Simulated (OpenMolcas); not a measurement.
# Run report: SiCl2, energy and gradient calculation (part 1 of 2)

System: SiCl2.
Method: PBE/cc-pVTZ, RKS (OpenMolcas 26.06).

The geometry comes from this level: PBE0-D4/def2-TZVP.

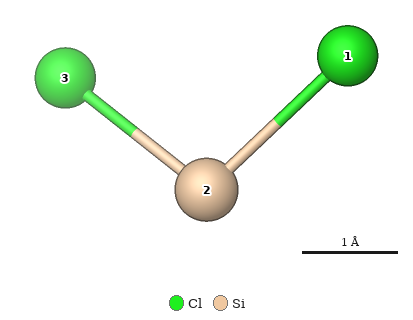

*The structure as given in the input (ball-and-stick view, seen at a tilt; atoms are numbered from 1 in the order of the input).*

### Input file
```
&GATEWAY
  BasLib=$CurrDir
  Coord
  3
  angstrom
  Cl       0.293800       1.603800       0.338000
  Si      -0.770100      -0.010400      -0.422000
  Cl       0.476300      -1.593400       0.084000
  Basis=cc-pVTZ
  Group=NoSym

&SEWARD
  GridInput
  Grid=UltraFine
  End of Grid

&SCF
  KSDFT=PBE
  Thresholds=1e-10 1e-07 1e-07 1e-05
  PrOrbitals=1 2

&ALASKA
```

Hardware: 1 thread of Intel Xeon @ 2.90GHz (Ice Lake), 64 GiB of memory available, shared host.

Launched with:
```bash
export MOLCAS_MEM=1860
pymolcas test.input > test.log
```

### The program's output
```
--- Start Module: gateway ---

                                              &GATEWAY

                       available to each process: 1.9 GB of memory, 1 thread

 Basis Set     1 Label: CL.CC-PVTZ
 Basis set is read from library:.
 basistype.tbl is not found

 Basis Set     2 Label: SI.CC-PVTZ
 Basis set is read from library:.
 basistype.tbl is not found

 Basis Set     3 Label: CL.CC-PVTZ
 Basis set is read from library:.
 basistype.tbl is not found

++    Symmetry information:
      ---------------------

                    Character Table for C1

                             E
                    a        1  x, y, xy, Rz, z, xz, Ry, yz, Rx, I
--

++    Basis set information:
      ----------------------

      Basis set label: CL.CC-PVTZ.........

      Electronic valence basis set:
      ------------------
      Associated Effective Charge  17.000000 au
      Associated Actual Charge     17.000000 au
      Nuclear Model: Point charge

      Shell  nPrim  nBasis  Cartesian Spherical Contaminant
         s      15       5        X
         p       9       4        X
         d       2       2                 X
         f       1       1                 X

      Basis set label: SI.CC-PVTZ.........

      Electronic valence basis set:
      ------------------
      Associated Effective Charge  14.000000 au
      Associated Actual Charge     14.000000 au
      Nuclear Model: Point charge

      Shell  nPrim  nBasis  Cartesian Spherical Contaminant
         s      15       5        X
         p       9       4        X
         d       2       2                 X
         f       1       1                 X

      Basis set label: CL.CC-PVTZ.........

      Electronic valence basis set:
      ------------------
      Associated Effective Charge  17.000000 au
      Associated Actual Charge     17.000000 au
      Nuclear Model: Point charge

      Shell  nPrim  nBasis  Cartesian Spherical Contaminant
         s      15       5        X
         p       9       4        X
         d       2       2                 X
         f       1       1                 X
--

++    Molecular structure info:
      -------------------------

                    ************************************************
                    **** Cartesian Coordinates / bohr, angstrom ****
                    ************************************************

     Center  Label                x              y              z                     x              y              z
        1      CL1              0.555202       3.030743       0.638727              0.293800       1.603800       0.338000
        2      SI2             -1.455278      -0.019653      -0.797464             -0.770100      -0.010400      -0.422000
        3      CL3              0.900077      -3.011090       0.158737              0.476300      -1.593400       0.084000

                    ***************************************
                    *    InterNuclear Distances / bohr    *
                    ***************************************

               1 CL1           2 SI2           3 CL3
    1 CL1      0.000000
    2 SI2      3.925505        0.000000
    3 CL3      6.070673        3.925648        0.000000

                    *******************************************
                    *    InterNuclear Distances / angstrom    *
                    *******************************************

               1 CL1           2 SI2           3 CL3
    1 CL1      0.000000
    2 SI2      2.077288        0.000000
    3 CL3      3.212462        2.077363        0.000000
--

            Nuclear Potential Energy            168.86200630 au

--- Stop Module: gateway /rc=_RC_ALL_IS_WELL_ ---

--- Start Module: seward ---

                                              &SEWARD

                       available to each process: 1.9 GB of memory, 1 thread

               SEWARD will generate:
                  Multipole Moment integrals up to order  2
                  Kinetic Energy integrals
                  Nuclear Attraction integrals (point charge)
                  One-Electron Hamiltonian integrals
                  Velocity integrals
                  Orbital angular momentum around (  0.1039   0.0014   0.0569 )
                  Velocity quadrupole around (  0.1039   0.0014   0.0569 )
                  Two-Electron Repulsion integrals

                   Integrals are discarded if absolute value <: 1.00E-14
                   Integral cutoff threshold is set to       <: 1.00E-16

            Nuclear Potential Energy            168.86200630 au

      Basis set specifications :
      Symmetry species         a
      Basis functions          102

--- Stop Module: seward /rc=_RC_ALL_IS_WELL_ ---
--- Module seward spent 4 seconds ---

--- Start Module: scf ---

                                                &SCF

                       available to each process: 1.9 GB of memory, 1 thread

 ###############################################################################
 ###     Minimized-density-differences option turned off!                    ###
 ###############################################################################
++    Input section:
      --------------

      Header of the integral files:

      Cartesian coordinates in angstrom:
      -----------------------------------------------------
      No.  Label        X            Y            Z
      -----------------------------------------------------
       1   CL1        0.29380000   1.60380000   0.33800000
       2   SI2       -0.77010000  -0.01040000  -0.42200000
       3   CL3        0.47630000  -1.59340000   0.08400000
      -----------------------------------------------------
      Nuclear repulsion energy =  168.86200630
--

++    Orbital specifications:
      -----------------------

      Symmetry species               1
                                     a
      Frozen orbitals                0
      Occupied orbitals             24
      Secondary orbitals            78
      Deleted orbitals               0
      Total number of orbitals     102
      Number of basis functions    102
--

      Molecular charge                           0.000

      Numerical integration parameters
      --------------------------------
      Radial quadrature type:                         MHL
      Size of radial grid:                            99
      Lebedev angular grid:                           41
      Angular grid pruned with the crowding factor:  1.00E+10
                                 and fading factor:  1.00E+01
      Screening threshold for integral computation:   1.00E-11
      Radial quadrature accuracy:                     1.00E-25
      Maximum batch size:                             128
      AO values are stored on disk
      The same grid will be used for all iterations.

      DFT functional specifications
      -----------------------------
      Using Libxc version: 6.2.2
      Please cite the following reference:
      S. Lehtola, C. Steigemann, M. J.T. Oliveira, and M. A.L. Marques.,  SoftwareX 7, 1–5 (2018) doi:10.1016/j.softx.2017.11.002

      * Perdew, Burke & Ernzerhof
        - J. P. Perdew, K. Burke, and M. Ernzerhof.,  Phys. Rev. Lett. 77, 3865 (1996) doi:10.1103/PhysRevLett.77.3865
        - J. P. Perdew, K. Burke, and M. Ernzerhof.,  Phys. Rev. Lett. 78, 1396 (1997) doi:10.1103/PhysRevLett.78.1396
      * Perdew, Burke & Ernzerhof
        - J. P. Perdew, K. Burke, and M. Ernzerhof.,  Phys. Rev. Lett. 77, 3865 (1996) doi:10.1103/PhysRevLett.77.3865
        - J. P. Perdew, K. Burke, and M. Ernzerhof.,  Phys. Rev. Lett. 78, 1396 (1997) doi:10.1103/PhysRevLett.78.1396

++    Optimization specifications:
      ----------------------------

      SCF Algorithm: Conventional
      D(i)-D(i-1) density differences are used
      Number of density matrices in core                 5
      Maximum number of NDDO SCF iterations            400
      Maximum number of HF SCF iterations              400
      Threshold for SCF energy change             1.00E-10
      Threshold for density matrix                1.00E-07
      Threshold for Fock matrix                   1.00E-07
      Threshold for linear dependence             1.00E-09
      Threshold at which DIIS is turned on        1.50E-01
      Maximum depth in the DIIS procedure                5
      Maximum depth in the BFGS Hessian update          30
      Threshold at which QNR/C2DIIS is turned on  7.50E-02
      Threshold for Norm(delta) (QNR/C2DIIS)      1.00E-05
      All orbitals punched on: SCFORB
--

      Input vectors read from INPORB
      Orbital file label: *Guess orbitals

++ Convergence information
                                   PBE        iterations: Energy and convergence statistics

Iter     Tot. PBE        One-elec.       Two-elec.     Energy      Max Dij or  Max Fij      DNorm      TNorm      AccCon     Time
         Energy          Energy          Energy        Change      Delta Norm                                                in Sec.

 The total and one-electron energies are shifted by a value of      1000. a.u.

   1  -209.288616909 -1083.125676746   704.975053533   0.00E+00    4.22E-01*   2.16E-01*    9.93E+00   2.41E+02   None         1.
   2  -209.165670398 -1087.571319118   709.543642415   1.23E-01*   2.22E-01*   5.82E-02*    3.99E+00   2.42E+02   EDIIS        1.
   3  -209.476528812 -1086.360036920   708.021501804  -3.11E-01*   3.50E-01*   3.01E-02*    1.60E+00   2.42E+02   EDIIS        1.
   4  -209.427657502 -1082.797853328   704.508189521   4.89E-02*   8.06E-02*   1.90E-02*    1.40E+00   2.41E+02   EDIIS        1.
   5  -209.487635994 -1084.393542753   706.043900454  -6.00E-02*   2.68E-02*   5.38E-03*    4.30E-01   2.42E+02   c2DIIS       1.
   6  -209.490548656 -1085.439547065   707.086992105  -2.91E-03*   3.44E-02*   4.86E-03*    1.68E-01   2.42E+02   QNRc2DIIS    1.
   7  -209.489987603 -1084.816025298   706.464031391   5.61E-04*   2.16E-02*   7.63E-03*    1.97E-01   2.42E+02   QNRc2DIIS    1.
   8  -209.491008274 -1085.027948044   706.674933466  -1.02E-03*   4.56E-03*   1.48E-03*    1.17E-01   2.42E+02   QNRc2DIIS    1.
   9  -209.491046801 -1085.134526792   706.781473687  -3.85E-05*   3.17E-04*   9.75E-05*    2.48E-02   2.42E+02   QNRc2DIIS    1.
  10  -209.491046996 -1085.130339138   706.777285838  -1.95E-07*   6.61E-05*   2.61E-05*    1.58E-03   2.42E+02   QNRc2DIIS    1.
  11  -209.491047006 -1085.130127757   706.777074446  -1.05E-08*   1.48E-05*   3.53E-06*    3.61E-04   2.42E+02   QNRc2DIIS    1.
  12  -209.491047007 -1085.130212343   706.777159032  -2.69E-10*   3.07E-06    6.36E-07*    1.09E-04   2.42E+02   QNRc2DIIS    1.
  13  -209.491047007 -1085.130168918   706.777115607  -1.23E-11    8.27E-07    2.51E-07*    2.52E-05   2.42E+02   QNRc2DIIS    1.
  14  -209.491047007 -1085.130178359   706.777125048  -9.09E-13    3.76E-07    1.19E-07*    6.25E-06   2.42E+02   QNRc2DIIS    1.
  15  -209.491047007 -1085.130178617   706.777125306  -1.36E-12    6.03E-08    1.98E-08     1.96E-06   2.42E+02   QNRc2DIIS    1.

       Convergence after  15 Iterations
--

 *****************************************************************************************************************************
 *                                             SCF/KS-DFT Program, Final results                                             *
 *                                                       Final Results                                                       *
 *****************************************************************************************************************************

::    Total KS-DFT energy                           -1209.4910470067
      One-electron energy                           -2085.1301786173
      Two-electron energy                             706.7771253063
      Nuclear repulsion energy                        168.8620063043
      Kinetic energy (interpolated)                  1206.1392036686
      Virial theorem                                    1.0027789855
      Total spin, S(S+1)                                0.0000000000
      Total spin, S                                     0.0000000000
      Max non-diagonal density matrix element           0.0000000401
      Max non-diagonal Fock matrix element              0.0000000073

      All orbitals with orbital energies smaller than  E(LUMO)+0.5 are printed

++    Molecular orbitals:
      -------------------

      Title: RKS-DFT orbitals

      Molecular orbitals for symmetry species 1: a
```
